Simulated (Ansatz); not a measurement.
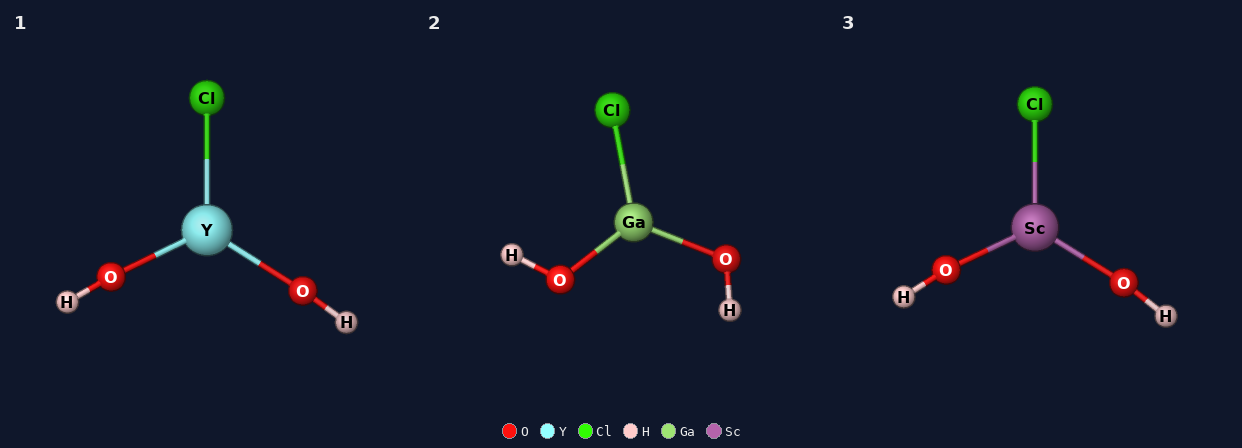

3 molecules with one skeleton, seen from the same side and at one scale. Each species is neutral and a spin singlet. Computed geometries: PBE0-D4/def2-TZVP optimisations, one conformation each. Properties computed with Ansatz 0.2.0. Elements past Kr carry core potentials.

One atom differs, called X below: Y in panel 1, Ga in panel 2, Sc in panel 3. Their formulas are ClH2O2Y (`[OH][Y]([OH])[Cl]`), ClGaH2O2 (`[OH][Ga]([OH])[Cl]`), ClH2O2Sc (`[OH][Sc]([OH])[Cl]`).

Rank them by the harmonic zero-point energy, lowest first (PBE0-D4/def2-TZVP).

1 (Y), 3 (Sc), 2 (Ga).

Rank them by the HOMO energy (Kohn–Sham orbital), lowest first (r2SCAN-D4/def2-TZVPP).

2 (Ga), 3 (Sc), 1 (Y).

Give the values. With PBE0-D4/def2-TZVP: length of X–Cl (Å), mean length of X–O (Å), mean angle O–X–Cl (°), harmonic zero-point energy (kJ/mol). With r2SCAN-D4/def2-TZVPP: dipole moment (D), HOMO energy (Kohn–Sham orbital) (eV), HOMO–LUMO gap (eV).

```json
{"quantity": "length of X–Cl (Å)", "1 (Y)": "2.493", "2 (Ga)": "2.122", "3 (Sc)": "2.325"}
{"quantity": "mean length of X–O (Å)", "1 (Y)": "2.004", "2 (Ga)": "1.769", "3 (Sc)": "1.848"}
{"quantity": "mean angle O–X–Cl (°)", "1 (Y)": "120.3", "2 (Ga)": "120.2", "3 (Sc)": "119.8"}
{"quantity": "dipole moment (D)", "1 (Y)": "3.55", "2 (Ga)": "1.61", "3 (Sc)": "3.64"}
{"quantity": "HOMO energy (Kohn–Sham orbital) (eV)", "1 (Y)": "−7.16", "2 (Ga)": "−7.91", "3 (Sc)": "−7.31"}
{"quantity": "HOMO–LUMO gap (eV)", "1 (Y)": "5.02", "2 (Ga)": "6.10", "3 (Sc)": "4.68"}
{"quantity": "harmonic zero-point energy (kJ/mol)", "1 (Y)": "67.8", "2 (Ga)": "75.3", "3 (Sc)": "68.9"}
```
